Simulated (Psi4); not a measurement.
**CF+ (SMILES [C+]F) at M06-2X/aug-cc-pVTZ**

What is the vertical ionisation energy of CF+ at M06-2X/aug-cc-pVTZ? 

Program for the calculation: Psi4 1.11.

3 further runs of the same task are left out: 1 that didn't finish, 2 set aside as unsound or not needed.

## 1. The structure to begin with

CF+ has 2 atoms, charge +1, and is taken as a singlet. SMILES: `[C+]F`. Geometry: relaxed at PBE0-D4/def2-TZVP.

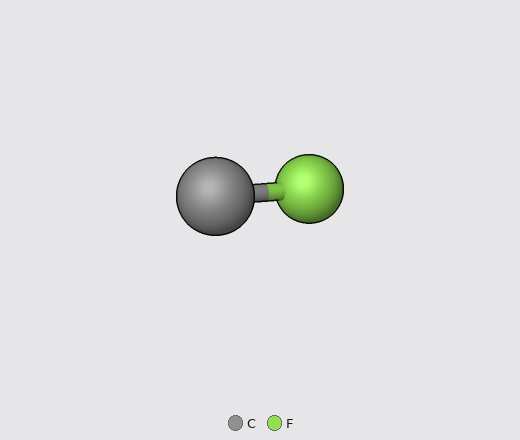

Viewed from a chosen angle; carbon grey, fluorine green.

## 2. Energy and forces at M06-2X/aug-cc-pVTZ

input.dat reads:

```
memory 2.2 GB

molecule mol {
  1 1
  C      0.492270    -0.160830     0.253170
  F     -0.492270     0.160830    -0.253170
  symmetry c1
  no_reorient
  no_com
}

set reference rks
set puream true
set e_convergence 1e-09
set d_convergence 1e-08
set scf_type pk
set dft_radial_points 99
set dft_spherical_points 590

e_tot, wfn = gradient('m06-2x/aug-cc-pVTZ', return_wfn=True)
oeprop(wfn, 'LOWDIN_CHARGES', 'MAYER_INDICES', 'QUADRUPOLE', title='M06-2X')
```

Started as:

```console
psi4 -n 1 input.dat output.dat
```

output.dat:

```text
[...]
  Running in c1 symmetry.
[...]
  Nuclear repulsion =   24.785948803402469
[...]
  Multiplicity = 1
[...]
  Nalpha       = 7
  Nbeta        = 7
[...]
    Number of basis functions: 92
[...]
   @RKS iter   1:  -137.42204780119556    7.56789e-02   2.29550e-03 ADIIS/DIIS
[...]
   @RKS iter   9:  -137.44785413477661   -7.67386e-13   2.03281e-09 DIIS
[...]
    Orbital Energies [Eh]
    ---------------------
    Doubly Occupied:
       1A    -25.811794     2A    -11.177314     3A     -1.967119
       4A     -1.231676     5A     -1.084953     6A     -1.084953
       7A     -0.867203
[...]
  @RKS Final Energy:  -137.44785413477661
   => Energetics <=
    Nuclear Repulsion Energy =             24.7859488034024693
    One-Electron Energy =                -231.9286927217293055
    Two-Electron Energy =                  77.0575352362295121
    DFT Exchange-Correlation Energy =      -7.3626454526792990
    Empirical Dispersion Energy =           0.0000000000000000
    VV10 Nonlocal Energy =                  0.0000000000000000
    Total Energy =                       -137.4478541347766054
[...]
  -Total Gradient:
     Atom            X                  Y                   Z
    ------   -----------------  -----------------  -----------------
       1        0.002356041640    -0.000769744605     0.001211690865
       2       -0.002345938976     0.000766443954    -0.001206495156
[...]
 Multipole Moments:
 ------------------------------------------------------------------------------------
     Multipole            Electronic (a.u.)      Nuclear  (a.u.)        Total (a.u.)
 ------------------------------------------------------------------------------------
 L = 1.  Multiply by 2.5417464519 to convert [e a0] to [Debye]
 Dipole X            :          2.9688403           -2.7907664            0.1780739
 Dipole Y            :         -0.9699526            0.9117740           -0.0581787
 Dipole Z            :          1.5268477           -1.4352659            0.0915818
 Magnitude           :                                                    0.2085241
 L = 2.  Multiply by 1.3450342976 to convert [e a0^2] to [Debye ang]
 Quadrupole XX       :        -18.6139036           12.9806289           -5.6332748
 Quadrupole XY       :          4.2043470           -4.2409136           -0.0365666
[...]
```

Wall time 34 s (1 thread of Intel Xeon at 2.50GHz (Skylake/Cascade Lake), shared host); peak memory 1.1 GiB.

## 3. Doublet [CF]2+, same level

cf.in reads:

```
memory 2.2 GB

molecule {
  2 2
  C      0.93025548    -0.30392465     0.47842196
  F     -0.93025548     0.30392465    -0.47842196
  units bohr
  symmetry c1
  no_reorient
  no_com
}

set reference uks
set puream true
set e_convergence 1e-09
set d_convergence 1e-08
set scf_type pk
set dft_radial_points 99
set dft_spherical_points 590
set maxiter 100

e, wfn = gradient("m06-2x/aug-cc-pVTZ", return_wfn=True)
oeprop(wfn, "LOWDIN_CHARGES", "QUADRUPOLE", "DIPOLE")
```

Started as:

```console
psi4 -n 1 cf.in cf.out
```

cf.out:

```text
[...]
  Running in c1 symmetry.
[...]
  Nuclear repulsion =   24.785948848414904
[...]
  Multiplicity = 2
[...]
  Nalpha       = 7
  Nbeta        = 6
[...]
    Number of basis functions: 92
[...]
   @UKS iter   1:  -136.38789949045281    1.10983e+00   4.59609e-03 DIIS/ADIIS
[...]
   @UKS iter  12:  -136.49495853263045   -2.72848e-12   6.18423e-09 DIIS
[...]
   @S^2 Observed:                7.630162649E-01
[...]
    Orbital Energies [Eh]
    ---------------------
    Alpha Occupied:
       1A    -26.266376     2A    -11.775907     3A     -2.389236
       4A     -1.645842     5A     -1.487460     6A     -1.487460
       7A     -1.423032
    Alpha Virtual:
       8A     -0.884557     9A     -0.884557    10A     -0.475352
      11A     -0.380700    12A     -0.340524    13A     -0.340524
      14A     -0.291726    15A     -0.271896    16A     -0.271896
      17A     -0.236376    18A     -0.231843    19A     -0.231843
      20A     -0.122676    21A     -0.122676    22A     -0.121469
      23A     -0.084083    24A     -0.060734    25A     -0.060734
[...]
  @UKS Final Energy:  -136.49495853263045
   => Energetics <=
    Nuclear Repulsion Energy =             24.7859488484149040
    One-Electron Energy =                -225.1529883660011819
    Two-Electron Energy =                  71.0206097720322731
    DFT Exchange-Correlation Energy =      -7.1485287870764456
    Empirical Dispersion Energy =           0.0000000000000000
    VV10 Nonlocal Energy =                  0.0000000000000000
    Total Energy =                       -136.4949585326304771
[...]
  -Total Gradient:
     Atom            X                  Y                   Z
    ------   -----------------  -----------------  -----------------
       1        0.057565784339    -0.018807371989     0.029605561015
       2       -0.057556727882     0.018804413146    -0.029600903361
[...]
 Multipole Moments:
 ------------------------------------------------------------------------------------
     Multipole            Electronic (a.u.)      Nuclear  (a.u.)        Total (a.u.)
 ------------------------------------------------------------------------------------
 L = 1.  Multiply by 2.5417464519 to convert [e a0] to [Debye]
 Dipole X            :          3.8449875           -2.7907664            1.0542211
 Dipole Y            :         -1.2561995            0.9117739           -0.3444256
 Dipole Z            :          1.9774422           -1.4352659            0.5421763
 Magnitude           :                                                    1.2344902
 L = 2.  Multiply by 1.3450342976 to convert [e a0^2] to [Debye ang]
 Quadrupole XX       :        -15.3670079           12.9806289           -2.3863790
 Quadrupole XY       :          3.5422424           -4.2409136           -0.6986712
[...]
```

Wall time 51 s (1 thread of Intel Xeon at 2.50GHz (Skylake/Cascade Lake), shared host); peak memory 1.1 GiB.

## 4. What came out

Level: M06-2X/aug-cc-pVTZ.

```
                                            quantity          value
                           singlet CF+: total energy  -137.44785 Eh
                            singlet CF+: HOMO energy      -23.60 eV
                            singlet CF+: LUMO energy      -11.14 eV
                          singlet CF+: HOMO–LUMO gap       12.46 eV
               singlet CF+: largest force on an atom     0.142 eV/Å
                        doublet [CF]2+: total energy  -136.49496 Eh
  doublet [CF]2+: HOMO energy (highest over α and β)      -38.72 eV
   doublet [CF]2+: LUMO energy (lowest over α and β)      -32.62 eV
                                doublet [CF]2+: ⟨S²⟩          0.763
            doublet [CF]2+: largest force on an atom     3.466 eV/Å
vertical ionisation energy (to the doublet dication)      25.930 eV
```

In words: The vertical ionisation energy comes to 25.93 eV (2502 kJ/mol). −ε(HOMO) before ionisation, 23.60 eV, is 2.33 eV below this ionisation energy.
